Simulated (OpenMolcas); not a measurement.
**Excited-state calculation of C2H2CuN2O2S2 (charge −2)**

System: C2H2CuN2O2S2, charge −2, multiplicity 2.
Method: CASPT2/ANO-RCC-VDZ, DKH2 (OpenMolcas 26.06).

The run did not end well. The geometry comes from this level: GFN2-xTB.

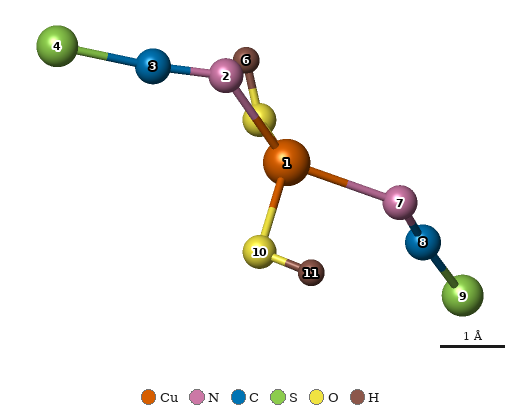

Fig. 1: The structure (ball-and-stick view, seen at a tilt; atoms are numbered from 1 in the order of the input). Sticks mark near contacts.

Outcome:

```tsv
quantity	value
outcome	ended with an error
hardware	1 thread of Arm Neoverse V1, 24 GiB of memory available, shared host
peak memory	0.088 GiB
```

Some settings of this run were drawn to be unusual or wrong (mem set to 2 (from default)). The run ended with an error.

Input file:
```
&GATEWAY
 Coord
 11
 angstrom
 Cu      -0.023740      -0.112380      -0.097910
 N        1.732660      -0.105990      -0.959990
 C        2.822830       0.010190      -0.528970
 S        4.333990       0.162040      -0.082300
 O       -0.153020       1.717700       0.129380
 H        0.416950       2.147560      -0.514020
 N       -1.938850      -0.367670      -0.409650
 C       -2.884620       0.033050       0.167510
 S       -4.237090       0.494520       0.847220
 O        0.268080      -1.649900       0.879300
 H       -0.337190      -2.329120       0.569450
 Basis=ANO-RCC-VDZ
 Group=NoSym
 RICD

&SEWARD

&RASSCF
 FileOrb=$CurrDir/step2.RasOrb
 Spin=2
 Nactel=9 0 0
 Inactive=49
 Ras2=5
 CIRoot=5 5 1
 OrbListing=Nothing
 OrbAppear=Compact

&CASPT2
 Multistate=all
```

Command:
```bash
export MOLCAS_MEM=2
pymolcas step10.input > step10.log
```

What the program printed:
```
--- Start Module: gateway ---

                                              &GATEWAY

                       available to each process: 2.0 MB of memory, 1 thread

---------------------------------------------------------------------------------------------
  Nr.	 Label		Type		Offset		Length	   Atime	  Address
---------------------------------------------------------------------------------------------
  1	FILETABL    	CHAR	-74227685831432	       26929           5	[0xaaaad765a060]
  2	DBSC        	CHAR	    -238785368	     1456001          58	[0xee2d4402c010]
---------------------------------------------------------------------------------------------
Maximal available memory for Molcas = 517070
 ?mma_allo_?D: error: out-of-memory
 label: Shells
  available (kB):          517
  required  (kB):          792

--- Stop Module: gateway /rc=-6 ---

.########################.
.# Non-zero return code #.
.########################.

    Timing: Wall=0.04 User=0.02 System=0.01
```
